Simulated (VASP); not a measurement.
Band structure of InAs (zinc blende). All values below come from LDA (Ceperley-Alder, Perdew-Zunger), VASP's LDA PAW potentials (set 64) (plane waves; VASP).

Unless said otherwise, spin-orbit coupling is left out, though it shifts the bands of the heavy elements here.

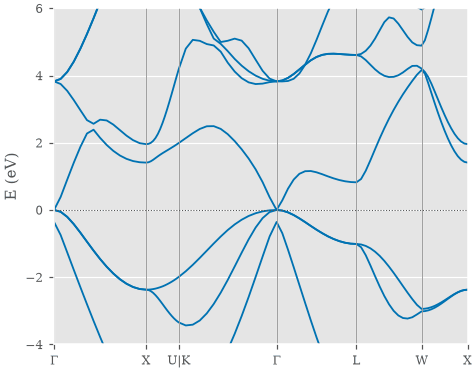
Fig. 1. Bands along high-symmetry lines, zero at the valence-band maximum or, without a gap, the Fermi level

### Question
Read the plot: is there a gap, and where are the band edges?

### Answer
It has no gap at this level: it comes out as a metal or semimetal. (Edges off the drawn lines would not show.)

The compound is InAs in the zinc blende structure. It was relaxed first.
